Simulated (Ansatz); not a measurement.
# ρ(T) of Os (P6_3/mmc) in two numbers

Wanted: a compact model of ρ(T) for Os (P6_3/mmc) and a check of it.

The resistivities were computed with Ansatz 0.2.0 (DFT PBE, scalar-relativistic, plane waves, PAW; PAW set soft_1) from the linearised Boltzmann equation with harmonic phonons, on q 8×8×4, k 24×24×12, scattering 42×42×24; the fit below is done by hand on them.

**What experiment says.**

For Os (bulk crystal), “CRC Handbook of Chemistry and Physics, 84th edition, Electrical Resistivity of Pure Metals” (2003, CRC Press, section 12, read from Wikipedia's data page) quotes earlier work: resistivity at 273 K 8.1 μΩ cm.

## (1) The data

The structure is hexagonal, space group P6_3/mmc (No. 194). Conventional cell: a = 2.752 Å, b = 2.752 Å, c = 4.353 Å, α = 90.00°, β = 90.00°, γ = 120.00°. Os on site c is surrounded by 12 Os at 2.69 to 2.75 Å.

This is the relaxed cell of the run, from steps not shown here.

The mean resistivity of the three axes from 50 to 800 K, with one row held back; the colder rows stay outside the fit and test it at the end:

```
T (K)  ρ (μΩ cm)
   50     0.2014
   80     0.9685
  100      1.632
  150      3.300
  200      4.863
  273      7.028
  300      7.809
  400          ?
  500      13.44
  600      16.21
  800      21.68
```

No spin–orbit coupling, which matters for Os.

## (2) The fit

Bloch and Grüneisen's form is ρ(T) = A (T/Θ)⁵ J₅(Θ/T), with J₅(z) the integral of x⁵/((eˣ − 1)(1 − e⁻ˣ)) from 0 to z. It goes as T⁵ far below Θ and as A T/(4Θ) far above. For a trial Θ the best A is the geometric mean of ρ/[(T/Θ)⁵ J₅] over the rows, and the scatter of that ratio measures the fit:

```
Θ (K)  A (μΩ cm)  scatter (%)
  208      18.49         32.6
  278      27.66         17.1
  314      33.32          8.8
  348      39.38          3.4
  382      46.20          9.2
  436      58.81         21.9
  522      84.20         42.1
```

The scatter is least at Θ = 348 K, with A = 39.38 μΩ cm (3.4 % r.m.s.).

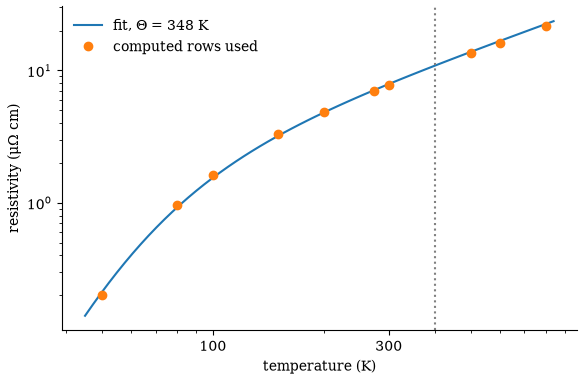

The fit through the rows used; the dotted line marks the temperature held back.

## (3) The row held back

At T = 400 K, Θ/T = 0.870, J₅ = 0.1374 and (T/Θ)⁵ = 2.006, so the fit gives 10.85 μΩ cm. The computed value is 10.65 μΩ cm: the fit is off by +1.93 %. Outside its range, at 20 K, it gives 0.00307 against 0.00114 μΩ cm computed, 2.70 times that. Among the rows used, the largest miss is -5.3 %, at 100 K.

## (4) What the two numbers mean

Θ = 348 K is 1.56 times ħω_log/k_B (223 K) and 1.10 of the highest phonon frequency (316 K); Θ is a number of the fit, and no phonon frequency. The high-temperature slope of the fit, A/(4Θ), is 0.0283 μΩ cm/K. The same slope from the run's transport coupling and plasma energy, 2π k_B λ_tr/(ħ ε₀ ω_p²) with λ_tr = 0.492, 0.492, 0.460 (xx, yy, zz) and ħω_p = 7.88, 7.88, 9.24 (xx, yy, zz) eV, is 0.0285 μΩ cm/K in the mean of the axes, +0.7 % from it. For comparison, the computed rows rise by 0.0274 μΩ cm/K between the two hottest.

## (5) Outcome

```
Θ                                            : 348 K
A                                            : 39.38 μΩ cm
scatter of the fit                           : 3.4 %
held-back row at 400 K, fit against computed : 10.85 against 10.65 μΩ cm
```

What this shows: Two numbers, Θ = 348 K and A = 39.4 μΩ cm, hold the computed ρ(T) from 50 to 800 K within 3.37 % r.m.s. and predict the held-back row within 1.93 %. At 20 K, outside the rows fitted, it gives 2.70 times the computed value. The misses are not random: the largest is -5.3 %, at 100 K. The mean hides an anisotropy: at 300 K the components are 8.71, 8.71, 6.01 (xx, yy, zz) μΩ cm. Spin–orbit coupling is left out. The fit describes the calculation: impurities, thermal expansion, changes of phase and anharmonicity are in neither.

Comparison with the measured values:

| quantity | measured | q 8×8×4, fine 42×42×24 |
| --- | --- | --- |
| resistivity at 273 K (computed: phonon part alone; the measured value holds the sample's residual resistivity) (μΩ cm) | 8.1 | 7.03 (-13.2 %) |

Measured values from CRC Press, section 12, read from Wikipedia's data page (2003).

How well it matches: The resistivity at 273 K is off by -13.2 %: fair agreement.

[Logs are printed without paths, hosts, clocks, repeated set-up lines and the standing remarks that a program may print on its own settings, such as how far it seeks lower states.]

[Hosts, paths, dates, database ids (printed as entryN), source tags and the programs' standing remarks are cut or masked in the printed files.]
